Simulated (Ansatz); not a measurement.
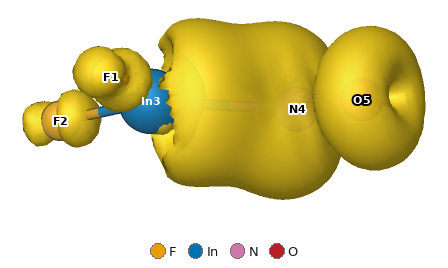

The picture shows: F₂InNO (SMILES O=[N][In]([F])[F]) (triplet). Isosurfaces of the spin density (α minus β) at +0.03 (yellow) and −0.03 e/Å³ (cyan), seen from one side.

Geometry: B3LYP-D3(BJ)/def2-SVP; core potentials replace the inner electrons of In.

Theory: isolated molecule in a Gaussian basis; Kohn-Sham density functional theory, functional PBE0 (Ansatz).

```yaml
atoms:
  - { symbol: F, position_ang: [0.0424, -0.2266, 1.7653] }
  - { symbol: F, position_ang: [-1.5547, -1.6320, -0.9055] }
  - { symbol: In, position_ang: [-0.7708, -0.0800, -0.0132] }
  - { symbol: N, position_ang: [-0.8639, 1.7957, -1.1197] }
  - { symbol: O, position_ang: [-0.4487, 2.8553, -0.7628] }
```

Question: Describe the spin distribution.

Answer: The unpaired spin (2 electrons) lies mostly on N4 (about 0.8), O5 (about 0.7) and In3 (about 0.3), in electrons by Hirshfeld's partition.
